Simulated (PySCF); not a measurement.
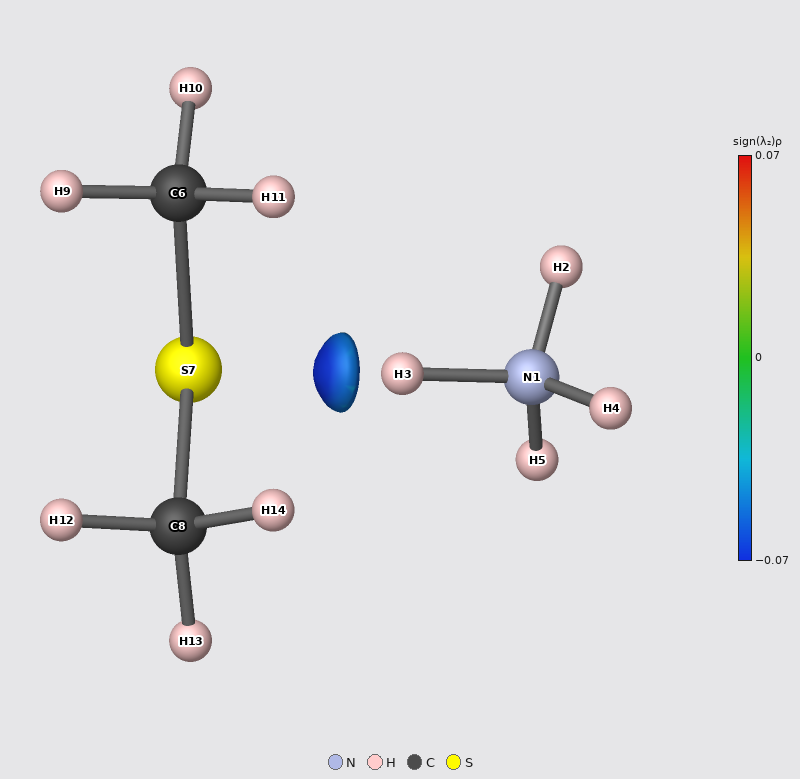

*C2H10NS, charge +1, SMILES `[NH4+].CSC`. Non-covalent interaction surfaces between the fragments (reduced density gradient s = 0.4, coloured by sign(λ₂)ρ in a.u.; trimmed to the region between the fragments where ρ is under 0.1 a.u.). Fragment A: NH4(+1) (atoms 1–5); fragment B: H6C2S.*

PySCF calculation, CAM-B3LYP/6-31+G*, gas phase; geometry: GFN2-xTB. GFN2-xTB bond lengths at metals and heavier atoms can be off by up to 0.1 Å and shapes distorted, which carries into these values.

Geometry (Å), atoms numbered from 1:

```
N1      -2.4871    0.0008    0.1617
H2      -2.8602   -0.9420    0.0322
H3      -1.3639   -0.0004   -0.0662
H4      -2.6696    0.3116    1.1179
H5      -2.9495    0.6340   -0.4946
C6       1.1006   -1.3911    0.3655
S7       0.4129    0.0001   -0.5822
C8       1.1030    1.3900    0.3654
H9       2.1813   -1.3740    0.2630
H10      0.7106   -2.3056   -0.0684
H11      0.8164   -1.3083    1.4098
H12      2.1835    1.3716    0.2617
H13      0.7129    2.3048   -0.0678
H14      0.8206    1.3078    1.4101
```

Question: Interpret the surfaces between the fragments.

Answer: Bond critical points between the fragments: H3···S7, hydrogen bond, 1.85 Å, ρ = 0.067 a.u. It appears blue (attractive, sign(λ₂)ρ well below zero). The pose is a local one from a semi-empirical search, not shown to be the most stable. With a charged fragment, long-range electrostatics, which these surfaces don't show, weighs heavily in the interaction energy.

Question: How strongly are they bound?

Answer: The counterpoise-corrected interaction energy of the frozen fragments is −23.8 kcal/mol without dispersion correction and −25.3 kcal/mol with D3(BJ). The pair geometry is semi-empirical, not a minimum at this level.
